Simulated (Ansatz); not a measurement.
**Run report: C₄H₁₁AlO, geometry relaxation (part 2 of 2)**

The same run, continued: C₄H₁₁AlO, SMILES C[CH2][Al]([OH])[CH2]C; RKS PBE-D4/def2-SVP (Ansatz 0.2.0). The geometry: force-field start.

Geometry of the input (Å):
```
C  -1.2294  1.9240  -0.3701
C  -0.9174  0.7722  -1.2540
Al 0.8046  -0.0150  -0.7165
O  2.2923  -0.1171  -1.9077
C  1.0724  -0.7025  1.1453
C  0.0549  -1.7667  1.4838
H  -0.4791  2.7647  -0.4685
H  -2.2152  2.4009  -0.7176
H  -1.3608  1.6749  0.7233
H  -0.8414  1.0944  -2.2911
H  -1.7078  -0.0053  -1.1395
H  2.1148  -1.0010  -2.3220
H  2.0500  -1.0730  1.2540
H  0.9154  0.1661  1.8833
H  0.2080  -2.1523  2.5299
H  -0.9715  -1.3495  1.4138
H  0.1911  -2.6153  0.7939
```

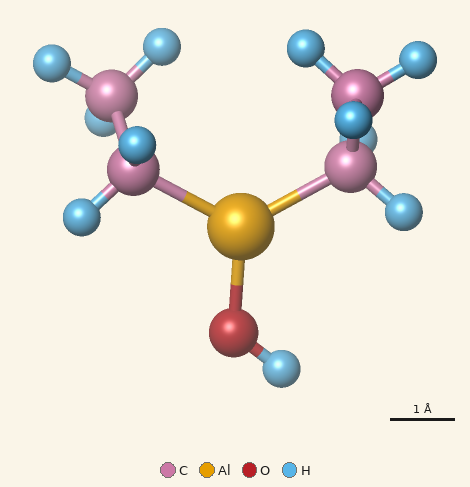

Figure 1. The geometry at step 12 of the log (ball-and-stick view, seen at a tilt).

### Trajectory as extended XYZ, continued
```
17
Properties=species:S:1:pos:R:3:forces:R:3 step=6 energy=-12954.43499
C    -1.2821    1.9160   -0.3385    0.0917  -0.0570   0.0371
C    -0.8135    0.8278   -1.3259   -0.0753   0.0505   0.0294
Al    0.7976   -0.1599   -0.7322    0.1026   0.1715   0.0242
O     2.0533   -0.6677   -1.8002    0.0525  -0.0939  -0.0234
C     1.0638   -0.6444    1.1640    0.0143  -0.0368  -0.0836
C     0.0738   -1.7452    1.5882   -0.0530  -0.0565   0.0730
H    -0.5212    2.7179   -0.2274   -0.0295   0.0176   0.0170
H    -2.2299    2.4106   -0.6460    0.0305  -0.0413  -0.0280
H    -1.4514    1.4980    0.6768   -0.0146   0.0272   0.0089
H    -0.6656    1.2636   -2.3371    0.0280  -0.0206  -0.0566
H    -1.6241    0.0743   -1.4529   -0.0385  -0.0425  -0.0404
H     2.1296   -0.6104   -2.7648   -0.1046   0.0630   0.0896
H     2.1089   -0.9899    1.3145    0.0164   0.0233   0.0042
H     0.9329    0.2482    1.8176    0.0133  -0.0022  -0.0627
H     0.1634   -2.0145    2.6637   -0.0114   0.0112  -0.0028
H    -0.9822   -1.4389    1.4234   -0.0160  -0.0203   0.0241
H     0.2275   -2.6862    1.0172   -0.0065   0.0067  -0.0100
17
Properties=species:S:1:pos:R:3:forces:R:3 step=7 energy=-12954.44285
C    -1.3229    1.9231   -0.3764   -0.0427   0.0217  -0.0262
C    -0.7752    0.8665   -1.3538    0.0589  -0.0538  -0.0287
Al    0.8136   -0.1363   -0.7083   -0.1013  -0.0504   0.2611
O     2.0538   -0.6859   -1.7798   -0.0498   0.0680  -0.4329
C     1.0921   -0.7008    1.1657   -0.0659   0.0518   0.0208
C     0.0840   -1.7661    1.6500   -0.0007   0.0298   0.0123
H    -0.6005    2.7526   -0.2180   -0.0087  -0.0335   0.0258
H    -2.2639    2.3878   -0.7432    0.0068   0.0112  -0.0001
H    -1.5521    1.4980    0.6255    0.0494  -0.0108  -0.0462
H    -0.5459    1.3247   -2.3429   -0.0125   0.0350   0.0322
H    -1.5679    0.1133   -1.5812    0.0340  -0.0044   0.0486
H     1.9577   -0.5124   -2.7359    0.1245  -0.0639   0.2051
H     2.1315   -1.0828    1.2638   -0.0023  -0.0221  -0.0382
H     1.0471    0.1925    1.8303   -0.0436  -0.0108  -0.0018
H     0.2415   -2.0492    2.7141    0.0168   0.0008  -0.0174
H    -0.9714   -1.4220    1.5727    0.0464   0.0167  -0.0255
H     0.1595   -2.7035    1.0577   -0.0095   0.0147   0.0112
17
Properties=species:S:1:pos:R:3:forces:R:3 step=8 energy=-12954.43492 accepted=F
C    -1.2928    1.9063   -0.3558   -0.0393  -0.0746   0.0072
C    -0.7757    0.8476   -1.3486    0.0881   0.0410   0.0807
Al    0.8118   -0.1612   -0.7155   -0.1123   0.0712  -0.1109
O     2.0039   -0.7197   -1.8352    0.1865   0.2175  -0.8493
C     1.0699   -0.6767    1.1716   -0.0030  -0.0238  -0.1016
C     0.0724   -1.7531    1.6452   -0.0177   0.0096  -0.0365
H    -0.5611    2.7244   -0.1838    0.0195  -0.0133  -0.0612
H    -2.2336    2.3822   -0.7076   -0.0073   0.0251   0.0675
H    -1.4971    1.4640    0.6434   -0.0579   0.0182  -0.0247
H    -0.5768    1.3085   -2.3424   -0.0065  -0.0408   0.0093
H    -1.5716    0.0867   -1.5349    0.0138   0.0389  -0.0128
H     2.0440   -0.4707   -2.7920   -0.1147  -0.2516   0.9243
H     2.1160   -1.0345    1.2856    0.0004   0.0185   0.0760
H     0.9709    0.2332    1.8074    0.0527  -0.0326  -0.0120
H     0.2024   -2.0179    2.7176   -0.0170   0.0203  -0.0149
H    -0.9816   -1.4226    1.5160    0.0083  -0.0157   0.0498
H     0.1798   -2.6968    1.0693    0.0064  -0.0080   0.0091
17
Properties=species:S:1:pos:R:3:forces:R:3 step=9 energy=-12954.45192
C    -1.3190    1.9070   -0.3650   -0.0105  -0.0026  -0.0086
C    -0.7737    0.8559   -1.3498    0.0228  -0.0127  -0.0128
Al    0.8169   -0.1452   -0.7164   -0.0216  -0.0104   0.0815
O     2.0558   -0.6746   -1.8030   -0.0301   0.0277  -0.1618
C     1.0885   -0.6976    1.1586   -0.0205   0.0067   0.0040
C     0.0706   -1.7485    1.6495   -0.0040   0.0117   0.0073
H    -0.5939    2.7320   -0.1975   -0.0042  -0.0182   0.0108
H    -2.2596    2.3779   -0.7246    0.0049   0.0007   0.0037
H    -1.5418    1.4708    0.6329    0.0170  -0.0029  -0.0240
H    -0.5578    1.3194   -2.3388   -0.0062   0.0124   0.0128
H    -1.5631    0.0968   -1.5657    0.0096  -0.0029   0.0176
H     2.0068   -0.4998   -2.7585    0.0375  -0.0189   0.0981
H     2.1247   -1.0879    1.2573   -0.0014  -0.0135  -0.0061
H     1.0460    0.2012    1.8153   -0.0177   0.0004  -0.0094
H     0.2261   -2.0267    2.7150    0.0038   0.0038  -0.0116
H    -0.9792   -1.3904    1.5672    0.0255   0.0065  -0.0079
H     0.1337   -2.6908    1.0638   -0.0049   0.0124   0.0064
17
Properties=species:S:1:pos:R:3:forces:R:3 step=10 energy=-12954.45424
C    -1.3180    1.8891   -0.3568    0.0001  -0.0046  -0.0004
C    -0.7717    0.8474   -1.3505    0.0000  -0.0008   0.0072
Al    0.8210   -0.1500   -0.7223    0.0124   0.0009  -0.0037
O     2.0579   -0.6659   -1.8180   -0.0054   0.0052  -0.0160
C     1.0915   -0.6997    1.1518   -0.0034  -0.0010   0.0004
C     0.0587   -1.7302    1.6513   -0.0016   0.0011   0.0018
H    -0.5922    2.7109   -0.1783   -0.0003  -0.0046   0.0035
H    -2.2580    2.3647   -0.7112    0.0001  -0.0007   0.0037
H    -1.5390    1.4415    0.6357   -0.0007  -0.0042  -0.0040
H    -0.5629    1.3191   -2.3366    0.0015   0.0015  -0.0019
H    -1.5580    0.0850   -1.5648    0.0031  -0.0015   0.0019
H     2.0356   -0.4772   -2.7695    0.0007   0.0001   0.0140
H     2.1220   -1.1049    1.2504   -0.0002  -0.0047   0.0015
H     1.0610    0.2042    1.8024   -0.0014   0.0026  -0.0112
H     0.2130   -2.0048    2.7176   -0.0026   0.0023  -0.0016
H    -0.9835   -1.3531    1.5679    0.0005   0.0037   0.0019
H     0.1033   -2.6765    1.0709   -0.0029   0.0047   0.0027
17
Properties=species:S:1:pos:R:3:forces:R:3 step=11 energy=-12954.45567
C    -1.3204    1.8605   -0.3427    0.0135  -0.0085   0.0114
C    -0.7646    0.8392   -1.3521   -0.0143   0.0105   0.0094
Al    0.8318   -0.1555   -0.7340    0.0282   0.0048  -0.0621
O     2.0684   -0.6562   -1.8379    0.0015   0.0168  -0.0338
C     1.0975   -0.7037    1.1397    0.0093  -0.0215   0.0033
C     0.0408   -1.7014    1.6562   -0.0032   0.0003  -0.0128
H    -0.5976    2.6798   -0.1417   -0.0039  -0.0034  -0.0030
H    -2.2598    2.3412   -0.6918   -0.0005  -0.0048   0.0004
H    -1.5446    1.3911    0.6389   -0.0081   0.0007   0.0007
H    -0.5582    1.3271   -2.3307   -0.0028  -0.0034  -0.0033
H    -1.5439    0.0724   -1.5764   -0.0009   0.0041  -0.0106
H     2.0633   -0.4515   -2.7874   -0.0203  -0.0118   0.0821
H     2.1186   -1.1330    1.2371   -0.0125   0.0057   0.0127
H     1.0906    0.2097    1.7784    0.0118  -0.0099  -0.0081
H     0.1954   -1.9703    2.7237   -0.0020   0.0036   0.0043
H    -0.9910   -1.2955    1.5766    0.0052  -0.0020   0.0021
H     0.0544   -2.6543    1.0844   -0.0012   0.0190   0.0073
17
Properties=species:S:1:pos:R:3:forces:R:3 step=12 energy=-12954.45701
C    -1.3257    1.8107   -0.3179    0.0179  -0.0135   0.0210
C    -0.7543    0.8278   -1.3577   -0.0278   0.0312   0.0131
Al    0.8495   -0.1615   -0.7537    0.0534  -0.0014  -0.1079
O     2.0902   -0.6415   -1.8629    0.0038   0.0168   0.0066
C     1.1115   -0.7109    1.1191   -0.0008  -0.0452   0.0603
C     0.0123   -1.6505    1.6620   -0.0038   0.0070  -0.0716
H    -0.6110    2.6288   -0.0810   -0.0175  -0.0241  -0.0159
H    -2.2657    2.2960   -0.6590   -0.0006  -0.0050   0.0079
H    -1.5542    1.3049    0.6454   -0.0059   0.0188  -0.0249
H    -0.5535    1.3478   -2.3217   -0.0008  -0.0184   0.0188
H    -1.5224    0.0565   -1.6052    0.0018   0.0173  -0.0117
H     2.1012   -0.4202   -2.8082   -0.0368  -0.0104   0.0767
H     2.1148   -1.1838    1.2174   -0.0583   0.0291   0.0056
H     1.1495    0.2136    1.7436    0.0199  -0.0492  -0.0253
H     0.1656   -1.9107    2.7316   -0.0033   0.0048   0.0025
H    -1.0009   -1.1949    1.5858    0.0582  -0.0316   0.0060
H    -0.0261   -2.6126    1.1029    0.0007   0.0739   0.0387
17
Properties=species:S:1:pos:R:3:forces:R:3 step=13 energy=-12954.45817
C    -1.3312    1.8028   -0.3160    0.0340  -0.0145   0.0294
C    -0.7516    0.8275   -1.3583   -0.0364   0.0265  -0.0031
Al    0.8535   -0.1629   -0.7568    0.0340   0.0123  -0.0546
O     2.0983   -0.6381   -1.8628   -0.0063   0.0067   0.0232
C     1.1160   -0.7132    1.1164    0.0012  -0.0478   0.0573
C     0.0095   -1.6414    1.6637   -0.0074   0.0157  -0.0661
H    -0.6186    2.6205   -0.0725   -0.0207  -0.0183  -0.0082
H    -2.2711    2.2882   -0.6571    0.0023  -0.0079  -0.0028
H    -1.5628    1.2916    0.6438   -0.0014   0.0168  -0.0234
H    -0.5458    1.3553   -2.3170   -0.0029  -0.0173   0.0154
H    -1.5182    0.0584   -1.6172    0.0070   0.0116  -0.0114
H     2.0964   -0.4193   -2.8081   -0.0205  -0.0024   0.0297
H     2.1138   -1.1978    1.2108   -0.0475   0.0259   0.0023
H     1.1688    0.2093    1.7425    0.0116  -0.0442  -0.0313
H     0.1636   -1.9018    2.7333   -0.0033   0.0024   0.0008
H    -0.9994   -1.1764    1.5901    0.0534  -0.0290   0.0073
H    -0.0402   -2.6031    1.1055    0.0028   0.0634   0.0356
17
Properties=species:S:1:pos:R:3:forces:R:3 step=14 energy=-12954.45960
C    -1.3430    1.7731   -0.3073   -0.0123  -0.0077  -0.0118
C    -0.7439    0.8268   -1.3652    0.0074   0.0094   0.0029
Al    0.8665   -0.1561   -0.7600   -0.0089  -0.0317  -0.0060
O     2.1146   -0.6249   -1.8639   -0.0037   0.0021   0.0084
C     1.1316   -0.7247    1.1088   -0.0052   0.0048   0.0435
C    -0.0024   -1.6087    1.6702    0.0023   0.0137  -0.0368
H    -0.6431    2.5937   -0.0396   -0.0095  -0.0159  -0.0080
H    -2.2840    2.2540   -0.6518   -0.0010   0.0070   0.0101
H    -1.5823    1.2415    0.6390    0.0057   0.0056  -0.0210
H    -0.5267    1.3785   -2.3081   -0.0039  -0.0067   0.0254
H    -1.5003    0.0593   -1.6580    0.0172   0.0161   0.0166
H     2.0843   -0.4091   -2.8089    0.0113   0.0051  -0.0165
H     2.1110   -1.2472    1.1888   -0.0395   0.0187  -0.0077
H     1.2331    0.1940    1.7347   -0.0035  -0.0445  -0.0200
H     0.1523   -1.8705    2.7393    0.0003   0.0003   0.0018
H    -0.9953   -1.1108    1.6052    0.0405  -0.0125   0.0011
H    -0.0913   -2.5694    1.1173    0.0029   0.0361   0.0180
17
Properties=species:S:1:pos:R:3:forces:R:3 step=15 energy=-12954.46031
C    -1.3539    1.7524   -0.3021    0.0173  -0.0100   0.0056
C    -0.7379    0.8236   -1.3656   -0.0160   0.0040  -0.0124
Al    0.8717   -0.1656   -0.7681    0.0004   0.0243   0.0271
O     2.1268   -0.6162   -1.8714   -0.0126  -0.0011   0.0010
C     1.1399   -0.7349    1.1002    0.0050  -0.0059   0.0374
C    -0.0119   -1.5838    1.6771   -0.0001   0.0056  -0.0264
H    -0.6604    2.5724   -0.0171   -0.0085  -0.0130  -0.0017
H    -2.2940    2.2345   -0.6473   -0.0007  -0.0028  -0.0051
H    -1.5987    1.2066    0.6343    0.0039   0.0079  -0.0137
H    -0.5152    1.3903   -2.2981   -0.0048  -0.0130   0.0157
H    -1.4879    0.0567   -1.6757    0.0117   0.0155   0.0044
H     2.0991   -0.3864   -2.8133    0.0130   0.0001  -0.0156
H     2.1054   -1.2844    1.1687   -0.0410   0.0167   0.0006
H     1.2764    0.1814    1.7235   -0.0069  -0.0438  -0.0383
H     0.1466   -1.8463    2.7455    0.0011  -0.0023   0.0025
H    -0.9905   -1.0575    1.6212    0.0371  -0.0156   0.0001
H    -0.1344   -2.5433    1.1285    0.0012   0.0335   0.0187
17
Properties=species:S:1:pos:R:3:forces:R:3 step=16 energy=-12954.46073
C    -1.3619    1.7415   -0.3012    0.0294  -0.0027   0.0109
C    -0.7346    0.8230   -1.3666   -0.0252   0.0069  -0.0122
Al    0.8765   -0.1642   -0.7709   -0.0089  -0.0002   0.0154
O     2.1321   -0.6102   -1.8759   -0.0108   0.0122  -0.0131
C     1.1438   -0.7437    1.0940    0.0214  -0.0171   0.0442
C    -0.0162   -1.5710    1.6847   -0.0203   0.0118  -0.0377
H    -0.6721    2.5604   -0.0044   -0.0130  -0.0074   0.0013
H    -2.3007    2.2240   -0.6493    0.0013  -0.0032  -0.0081
H    -1.6123    1.1876    0.6288    0.0036   0.0067  -0.0112
H    -0.5088    1.3967   -2.2939   -0.0062  -0.0063   0.0091
H    -1.4805    0.0563   -1.6863    0.0165   0.0052  -0.0011
H     2.1126   -0.3708   -2.8160    0.0074  -0.0059   0.0103
H     2.0993   -1.3113    1.1551   -0.0328   0.0244  -0.0031
H     1.3038    0.1708    1.7143   -0.0067  -0.0419  -0.0287
H     0.1491   -1.8365    2.7513    0.0043   0.0004  -0.0011
H    -0.9848   -1.0254    1.6392    0.0343  -0.0222   0.0037
H    -0.1641   -2.5279    1.1375    0.0059   0.0395   0.0214
17
Properties=species:S:1:pos:R:3:forces:R:3 step=17 energy=-12954.46114
C    -1.3709    1.7298   -0.3025    0.0069  -0.0037   0.0042
C    -0.7328    0.8219   -1.3701   -0.0122   0.0004  -0.0029
Al    0.8770   -0.1659   -0.7731    0.0147   0.0023  -0.0088
O     2.1392   -0.5944   -1.8776   -0.0077   0.0109  -0.0224
C     1.1493   -0.7585    1.0869    0.0117  -0.0045   0.0400
C    -0.0216   -1.5558    1.6961   -0.0198  -0.0051  -0.0315
H    -0.6867    2.5480    0.0088   -0.0084  -0.0097  -0.0051
H    -2.3074    2.2124   -0.6567    0.0008   0.0022   0.0002
H    -1.6296    1.1674    0.6200    0.0026   0.0050  -0.0083
H    -0.5034    1.4033   -2.2914    0.0021  -0.0036   0.0046
H    -1.4718    0.0538   -1.7018    0.0027   0.0075   0.0040
H     2.1297   -0.3464   -2.8160   -0.0008  -0.0074   0.0324
H     2.0923   -1.3478    1.1352   -0.0351   0.0204  -0.0060
H     1.3413    0.1521    1.7037   -0.0071  -0.0366  -0.0241
H     0.1574   -1.8274    2.7592   -0.0043  -0.0025  -0.0071
H    -0.9767   -0.9856    1.6696    0.0442  -0.0228   0.0011
H    -0.2043   -2.5075    1.1498    0.0096   0.0473   0.0297
17
Properties=species:S:1:pos:R:3:forces:R:3 step=18 energy=-12954.46150
C    -1.3780    1.7244   -0.3052    0.0001  -0.0002  -0.0058
C    -0.7330    0.8205   -1.3716   -0.0070  -0.0042  -0.0005
Al    0.8776   -0.1655   -0.7733    0.0095  -0.0029  -0.0061
O     2.1444   -0.5841   -1.8762   -0.0058   0.0076  -0.0093
C     1.1523   -0.7679    1.0833   -0.0128  -0.0007   0.0086
C    -0.0231   -1.5478    1.7035    0.0138   0.0085  -0.0017
H    -0.6963    2.5413    0.0127    0.0029   0.0049   0.0021
H    -2.3122    2.2083   -0.6637    0.0004   0.0003  -0.0008
H    -1.6425    1.1594    0.6134   -0.0002  -0.0030   0.0025
H    -0.4989    1.4047   -2.2897    0.0002   0.0029  -0.0028
H    -1.4694    0.0530   -1.7094    0.0014  -0.0003   0.0001
H     2.1399   -0.3311   -2.8130   -0.0029  -0.0030   0.0192
H     2.0858   -1.3704    1.1195    0.0044  -0.0048  -0.0019
H     1.3655    0.1371    1.6992    0.0000  -0.0018  -0.0016
H     0.1638   -1.8266    2.7631    0.0001  -0.0019   0.0007
H    -0.9674   -0.9630    1.6907   -0.0036   0.0052  -0.0003
H    -0.2277   -2.4928    1.1571   -0.0006  -0.0065  -0.0023
```

### Results in brief

```json
{"quantity": "outcome", "value": "converged"}
{"quantity": "total energy", "value": "−12954.4615 eV"}
{"quantity": "mean-field energy", "value": "−12954.1417 eV"}
{"quantity": "dispersion energy", "value": "−0.3198 eV"}
{"quantity": "SCF solution under orbital rotations", "value": "stable"}
{"quantity": "largest force (length of the vector) at the end", "value": "0.020 eV/Å"}
{"quantity": "dipole moment", "value": "1.28 D"}
{"quantity": "hardware", "value": "4 threads of Intel Xeon @ 2.50GHz, 180 GiB of memory available, shared host"}
{"quantity": "wall time", "value": "73 s (CPU time 4 min)"}
{"quantity": "peak memory", "value": "0.21 GiB"}
```
